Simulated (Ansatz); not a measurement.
# UB2PLYP/STO-3G run of Si2H4 (SMILES [SiH][SiH3])

Aim: the vertical triplet–singlet gap of Si2H4 at UB2PLYP/STO-3G, from 2 runs. 

The calculation is run with Ansatz 0.2.0.

29 further runs of the same task are left out: 29 set aside as unsound or not needed.

### 1 The system as given

The species is Si2H4 (6 atoms), meant as a triplet with charge 0. As SMILES, `[SiH][SiH3]`. The coordinates come from a GFN2-xTB relaxation.

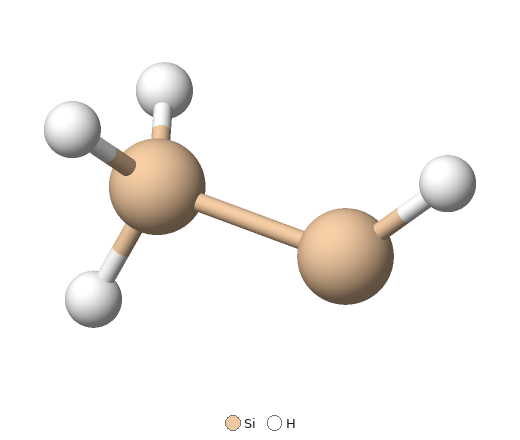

Viewed from a chosen angle; silicon light orange, hydrogen white.

### 2 A single-point energy at UB2PLYP/STO-3G

input.yaml reads:

```yaml
crystal:
  periodic: [false, false, false]
  atoms:
    - {symbol: Si, position_ang: [0.322720, -1.575880, 0.287350]}
    - {symbol: Si, position_ang: [-0.300130, 0.523270, -0.245660]}
    - {symbol: H, position_ang: [1.427930, -2.017820, 1.155760]}
    - {symbol: H, position_ang: [-1.456530, 0.376070, -1.136010]}
    - {symbol: H, position_ang: [0.714920, 1.325330, -0.951090]}
    - {symbol: H, position_ang: [-0.708920, 1.369020, 0.889660]}
basis:
  gaussian: {orbitals: STO-3G}
magnetization: {spin_polarized: true, initial_magnetization: 2}
hamiltonian: {xc: {name: B2PLYP}}
correlation: {frozen_orbitals: {H: 0, Si: 5}}
accuracy: high
```

Launch:

```
$ ansatz run input.yaml --threads 1 --pin off --max-ram 2610MiB --events-out events.jsonl --progress --plain --runs-dir runs
```

The log of the run:

```text
Warning: RAYON_NUM_THREADS=1 ignored (pool sized by the plan → 1); use --threads N
Functional definition: B2PLYP
  name "B2PLYP"
  parameter a = 0.53
  parameter c = 0.27
  exchange = (1 - a)*b88_x + a*exact_x
  correlation = (1 - c)*lyp_c + c*(mp2_os + mp2_ss)
388 factors; integrals over basis functions are off by at most 6.1e-9 eV
mean field evaluation 1: about -15624.6860 eV, gradient 7.7e0 eV
mean field evaluation 2: about -15624.6655 eV, gradient 7.7e0 eV
mean field evaluation 4: about -15625.3664 eV, gradient 7.0e-1 eV
mean field evaluation 8: about -15625.3804 eV, gradient 1.2e-2 eV
mean field evaluation 16: about -15625.3804 eV, gradient 2.8e-6 eV
mean field -15625.38037313 eV, -574.2221374493 hartree, gradient 3.4e-8 eV, S^2 2.001916; 0 other end points of the search recorded, 0 dependent functions left out
10 core orbitals not correlated: weight in the atoms' cores, before any rotation towards them, 0.999 or more for the frozen orbitals, at most 0.000 for the correlated occupied ones
reference -15625.38039215 eV, -574.2221381484 hartree; 7, 5 occupied and 5, 7 virtual orbitals, 388 factors
second order -2.04927235 eV of doubles, -0.00000000 eV of singles
Total energy: -15625.93369569 eV, -574.2424716782 hartree
```

Run time: 1.6 s. Hardware: 1 thread of AMD EPYC 9R14 (Zen 4), shared host; peak memory 0.16 GiB.

### 3 The singlet, same level

input.yaml, as its differences from that of step 2:

```diff
@@ -11,5 +11,4 @@
   gaussian: {orbitals: STO-3G}
-magnetization: {spin_polarized: true, initial_magnetization: 2}
+correlation: {frozen_orbitals: {H: 0, Si: 5}}
 hamiltonian: {xc: {name: B2PLYP}}
-correlation: {frozen_orbitals: {H: 0, Si: 5}}
 accuracy: high
```

Launch:

```
$ ansatz run input.yaml --threads 1 --pin off --max-ram 2610MiB --events-out events.jsonl --progress --plain --runs-dir runs
```

The log of the run (excerpt; [...] marks lines left out):

```text
Warning: RAYON_NUM_THREADS=1 ignored (pool sized by the plan → 1); use --threads N
[... 2 set-up lines as earlier in the session ...]
[...]
388 factors; integrals over basis functions are off by at most 6.1e-9 eV
[...]
mean field -15625.18042519 eV, -574.2147894981 hartree, gradient 2.6e-8 eV, S^2 0.000000; 0 other end points of the search recorded, 0 dependent functions left out; unrestricted orbitals would lower it
10 core orbitals not correlated: weight in the atoms' cores, before any rotation towards them, 0.999 or more for the frozen orbitals, at most 0.000 for the correlated occupied ones
reference -15625.18044428 eV, -574.2147901998 hartree; 6, 6 occupied and 6, 6 virtual orbitals, 388 factors
second order -2.44132938 eV of doubles, -0.00000000 eV of singles
Total energy: -15625.83960322 eV, -574.2390138438 hartree
```

Wall time 1.1 s (1 thread of AMD EPYC 9R14 (Zen 4), shared host); peak memory 0.12 GiB.

### 4 Outcome

At UB2PLYP/STO-3G, 10 core orbitals frozen:

| quantity | value |
| --- | --- |
| triplet: total energy | -574.24247 Eh |
| triplet: ⟨S²⟩ | 2.002 |
| singlet: total energy | -574.23901 Eh |
| vertical energy of the singlet above the triplet | 0.094 eV |

At this shape the singlet lies 0.09 eV (9.1 kJ/mol) above the triplet. In a minimal basis such a difference can be off by several eV, whatever the method. The restricted solution (singlet) is unstable to spin breaking: an unrestricted one lies lower.
